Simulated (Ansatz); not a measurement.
# AlBH2OF2 (SMILES O[B](F)[AlH][F]) at wB97M-V/6-31G(d) (spherical functions)

Aim: the vertical singlet–triplet gap of AlBH2OF2 at wB97M-V/6-31G* (spherical functions), from 2 runs. 

The results are computed with Ansatz 0.2.0.

128 further runs of the same task are left out: 128 set aside as unsound or not needed.

## (1) The molecule

AlBH2OF2: 7 atoms, total charge 0, spin state singlet. As SMILES, `O[B](F)[AlH][F]`. Geometry: relaxed at PBE0-D4/def2-TZVP. This is one conformer, not always the lowest.

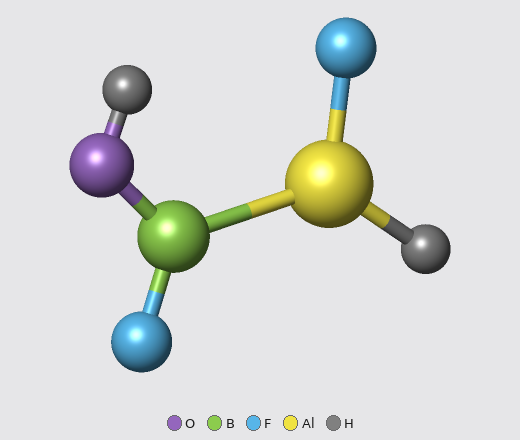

The structure, seen from a chosen angle (oxygen purple, boron green, fluorine blue, aluminium yellow, hydrogen grey).

## (2) The energy at wB97M-V/6-31G(d) (spherical functions)

The input, input.yaml:

```yaml
crystal:
  periodic: [false, false, false]
  atoms:
    - {symbol: O, position_ang: [0.462300, -0.166500, 1.769000]}
    - {symbol: B, position_ang: [0.511800, -0.675600, 0.519100]}
    - {symbol: F, position_ang: [1.170800, -1.824800, 0.394500]}
    - {symbol: Al, position_ang: [-0.411500, 0.301600, -1.162100]}
    - {symbol: F, position_ang: [-1.152700, 1.713100, -0.697800]}
    - {symbol: H, position_ang: [-0.019900, 0.662300, 1.825000]}
    - {symbol: H, position_ang: [-0.499600, -0.078200, -2.693300]}
basis:
  gaussian:
    orbitals: 6-31G_st_-spherical.json
total_charge: 0
hamiltonian:
  xc: {name: wB97M-V}
accuracy: high
output:
  orbitals: {seedname: orbitals}
```

The basis set 6-31G* is read from a file made from the Basis Set Exchange's data (not shown).

The run is started by

```console
ansatz run input.yaml --threads 1 --pin off --max-ram 3480MiB --events-out events.jsonl --progress --plain --runs-dir runs
```

Output:

```text
Warning: RAYON_NUM_THREADS=1 ignored (pool sized by the plan → 1); use --threads N
Functional definition: wB97M-V
  name "wB97M-V"
  parameter omega = 0.3/bohr
  parameter cx = 0.15
  parameter cx01 = 1.007
  parameter cx10 = 0.259
  parameter css00 = 0.443
  parameter css04 = -1.437
  parameter css10 = -4.535
  parameter css20 = -3.390
  parameter css43 = 4.278
  parameter cos00 = 1.000
  parameter cos10 = 1.358
  parameter cos20 = 2.924
  parameter cos21 = -8.812
  parameter cos60 = -1.390
  parameter cos61 = 9.142
  parameter b = 6.0
  parameter c = 0.01
  gx(w, u) = 1 - cx + cx01*u + cx10*w
  gss(w, u) = css00 + css04*u^4 + css10*w + css20*w^2 + css43*w^4*u^3
  gos(w, u) = cos00 + cos10*w + (cos20 + cos21*u)*w^2 + (cos60 + cos61*u)*w^6
  exchange = spin_sum(e_x_unif_sr(omega)*gx(b97_w, b97_u_x)) + cx*exact_x_sr(omega) + exact_x_lr(omega)
  correlation = spin_sum(e_c_pw_mod_same_spin*gss(b97_w, b97_u_same))
      + integral(e_c_pw_mod_opposite_spin*gos(b97_w_opposite, b97_u_opposite)) + vv10(b, c)
1697 factors; integrals over basis functions are off by at most 5.8e-9 eV
374 factors; integrals over basis functions are off by at most 1.6e-9 eV
mean field evaluation 1: about -14782.2109 eV, gradient 5.4e1 eV
mean field evaluation 2: about -14781.4205 eV, gradient 6.3e1 eV
mean field evaluation 4: about -14787.4115 eV, gradient 2.2e0 eV
mean field evaluation 8: about -14787.5110 eV, gradient 8.4e-2 eV
mean field evaluation 16: about -14787.5111 eV, gradient 3.3e-5 eV
mean field -14787.51108026 eV, -543.4310088644 hartree, gradient 8.7e-8 eV, S^2 0.000000; 0 other end points of the search recorded, 0 dependent functions left out
reference -14787.51108554 eV, -543.4310090587 hartree; 23, 23 occupied and 55, 55 virtual orbitals, 1697 factors
Total energy: -14787.51108554 eV, -543.4310090587 hartree
```

Wall time 73 s (1 thread of Arm Neoverse V1, shared host); peak memory 0.52 GiB.

## (3) The triplet at the same level

Changes to input.yaml since step 2:

```diff
@@ -13,7 +13,8 @@
     orbitals: 6-31G_st_-spherical.json
-total_charge: 0
+output: {orbitals: {seedname: orbitals}}
+magnetization:
+  spin_polarized: true
+  initial_magnetization: 2
+accuracy: high
 hamiltonian:
   xc: {name: wB97M-V}
-accuracy: high
-output:
-  orbitals: {seedname: orbitals}
```

The basis set 6-31G* is read from a file made from the Basis Set Exchange's data (not shown).

The run is started by

```console
ansatz run input.yaml --threads 1 --pin off --max-ram 3480MiB --events-out events.jsonl --progress --plain --runs-dir runs
```

Output (excerpt; [...] marks lines left out):

```text
Warning: RAYON_NUM_THREADS=1 ignored (pool sized by the plan → 1); use --threads N
[... 2 set-up lines as earlier in the session ...]
[...]
  gx(w, u) = 1 - cx + cx01*u + cx10*w
  gss(w, u) = css00 + css04*u^4 + css10*w + css20*w^2 + css43*w^4*u^3
  gos(w, u) = cos00 + cos10*w + (cos20 + cos21*u)*w^2 + (cos60 + cos61*u)*w^6
[...]
      + integral(e_c_pw_mod_opposite_spin*gos(b97_w_opposite, b97_u_opposite)) + vv10(b, c)
1697 factors; integrals over basis functions are off by at most 5.8e-9 eV
374 factors; integrals over basis functions are off by at most 1.6e-9 eV
[...]
mean field -14783.40110605 eV, -543.2799700983 hartree, gradient 8.8e-8 eV, S^2 2.003074; 0 other end points of the search recorded, 0 dependent functions left out
reference -14783.40111064 eV, -543.2799702668 hartree; 24, 22 occupied and 54, 56 virtual orbitals, 1697 factors
Total energy: -14783.40111064 eV, -543.2799702668 hartree
```

Wall time 2.3 min (1 thread of Arm Neoverse V1, shared host); peak memory 0.98 GiB.

## (4) What came out

At wB97M-V/6-31G* (spherical functions):

| quantity | value |
| --- | --- |
| singlet: total energy | -543.43101 Eh |
| singlet: HOMO energy | -9.78 eV |
| singlet: LUMO energy | -0.08 eV |
| singlet: HOMO–LUMO gap | 9.70 eV |
| triplet: total energy | -543.27997 Eh |
| triplet: HOMO energy (highest over α and β) | -5.90 eV |
| triplet: LUMO energy (lowest over α and β) | -4.02 eV |
| triplet: ⟨S²⟩ | 2.003 |
| vertical energy of the triplet above the singlet | 4.110 eV |

What this shows: At this shape the triplet lies 4.11 eV (95 kcal/mol) above the singlet.
